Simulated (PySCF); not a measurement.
O3, SMILES `[O-][O+]=O`.

PySCF calculation, ωB97X/def2-SVPD, gas phase; geometry: GFN2-xTB. No frequency check shows the geometry to be a minimum.

The calculation's input:

```python
import numpy as np
from pyscf import gto, scf, dft, tdscf
from pyscf.scf import atom_ks, atom_hf
from scipy.linalg import block_diag

def solve(mol, dm0=None, hcore=None):
    mf = (dft.UKS if mol.spin else dft.RKS)(mol, xc='wb97x')
    mf.grids.level = 3
    mf = mf.density_fit(auxbasis='def2-universal-jkfit')
    mf.conv_tol, mf.max_cycle = 1e-8, 80
    if hcore is not None:
        mf.get_hcore = lambda *args: hcore
    mf.kernel(dm0)
    if not mf.converged:
        mf = mf.newton().run(mf.mo_coeff, mf.mo_occ, max_cycle=30)
    assert mf.converged, 'SCF not converged'
    return mf

mol = gto.M(atom='''
O     -1.07255    -0.20490     0.00000
O      0.00001     0.40980     0.00000
O      1.07254    -0.20490     0.00000
''', basis='def2-svpd', charge=0, spin=0, verbose=4)
mf = solve(mol)
td = mf.TDA()
td.nstates, td.singlet, td.conv_tol = 6, True, 1e-5
td.kernel()
td.analyze()
x, y = np.array([p[0] for p in td.xy]), np.array([p[1] + 0 * p[0] for p in td.xy])
f, mu = td.oscillator_strength(), td.transition_dipole()
nto = [td.get_nto(state=i + 1, verbose=4) for i in range(len(td.e))]
# spherically averaged free atoms, for the promolecule
atm = atom_ks.get_atm_nrks(mol, xc='wb97x')
pro = block_diag(*[(atm[a[0]][2] * atm[a[0]][3]) @ atm[a[0]][2].T for a in mol._atom])
np.savez('result.npz', e=td.e, f=f, ok=td.converged, w=[n[0] for n in nto], nto=[n[1] for n in nto], x=x, y=y, c=mf.mo_coeff, occ=mf.mo_occ, eps=mf.mo_energy, pro=pro, mu=mu)
```

Command:

```sh
OMP_NUM_THREADS=1 python input.py
```

The run took 37 s on 1 thread of Intel(R) Xeon(R) Platinum 8259CL CPU @ 2.50GHz (Skylake/Cascade Lake), with other jobs on the host, peak memory 0.3 GiB.

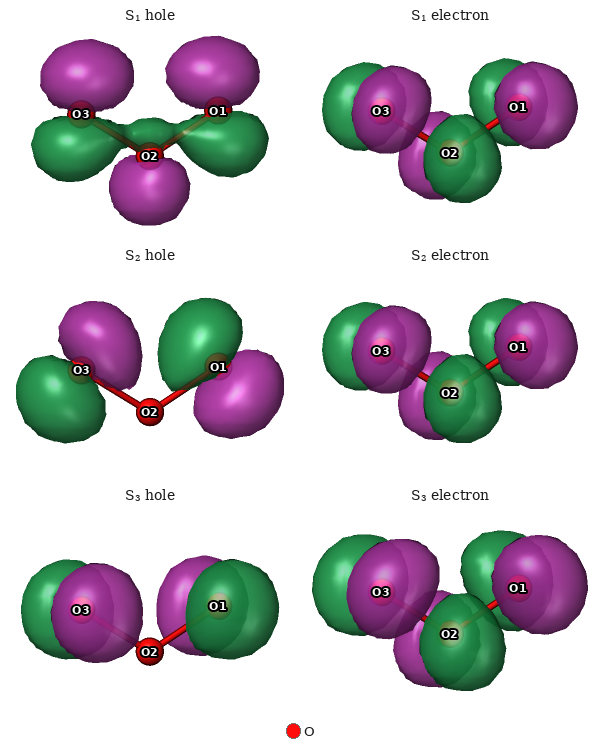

Leading natural transition orbitals (TDA singlet states).

Question: Describe these excited states.

Answer: By state:
- S₁: 2.20 eV (564 nm), f = 0.000 (dark); the leading pair carries 100 %; hole on O1 and O3 (39 % each) and O2 (23 %), electron on O2 (35 %) and O1 and O3 (33 % each); their centroids lie 0.1 Å apart.
- S₂: 2.66 eV (465 nm), f = 0.000 (dark); the leading pair carries 100 %; hole on O1 and O3 (47 % each) and O2 (6 %), electron on O2 (35 %) and O1 and O3 (33 % each); their centroids lie 0.1 Å apart.
- S₃: 6.56 eV (189 nm), f = 0.257 (bright); the leading pair carries 82 %; hole on O1 and O3 (45 % each) and O2 (10 %), electron on O2 (36 %) and O1 and O3 (32 % each) (shares are of the whole state, not of the leading pair alone); their centroids lie 0.1 Å apart.
